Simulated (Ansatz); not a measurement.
C3H6F (doublet)

```xyz
10

C     0.2577   -0.8498    2.5124
C     0.7685   -1.1170    1.1372
C     0.9269   -0.0170    0.1496
F    -0.1552    0.8673    0.2054
H     1.0545   -0.4830    3.1853
H    -0.1540   -1.7543    2.9737
H    -0.5211   -0.0805    2.4923
H     1.2594   -2.0614    0.9157
H     1.8326    0.5868    0.3427
H     1.0022   -0.4075   -0.8742
```

Geometry: B3LYP/6-31G*.

The calculation used isolated molecule in a Gaussian basis; Kohn-Sham density functional theory, functional PBE0 (Ansatz).

Predict the electron density, electron localisation function and spin density between the atoms.

C–F (1.40 Å): the density is about 2 e/Å³ at the midpoint, with its minimum of 1.6 e/Å³ about 0.5 Å from C; the ELF peaks at about 0.80 between the atoms; a polar covalent bond.
C–C (1.49 Å): ρ at the midpoint is about 1.8 e/Å³; the ELF peaks at about 0.95 between the atoms, as expected for a covalent bond.
The unpaired spin (1 electron) lies mostly on C2 (about 0.7), in electrons by Hirshfeld's partition.

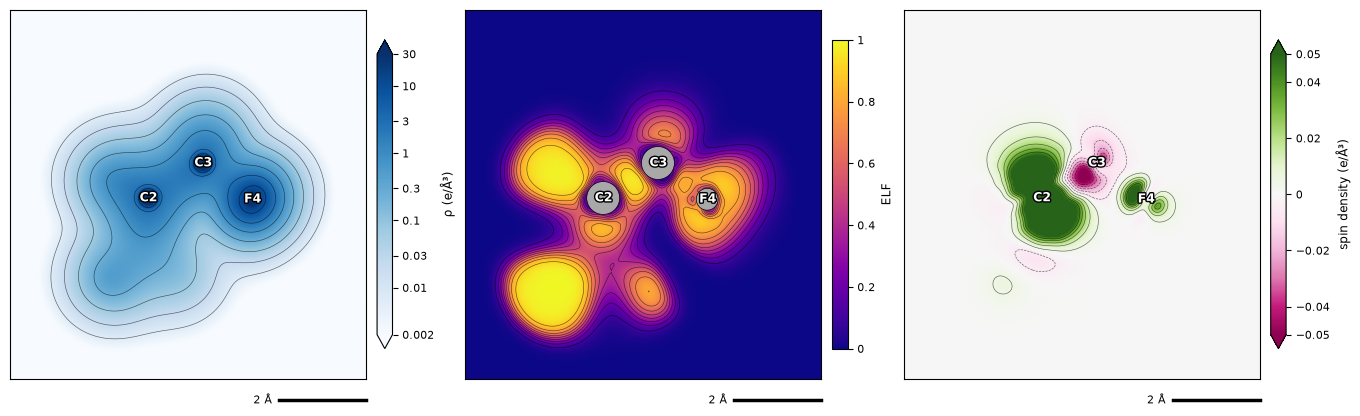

Computed electron density, electron localisation function and spin density on the plane of atoms C2, C3 and F4, in this order. Grey discs cover the atomic cores in the ELF map. 
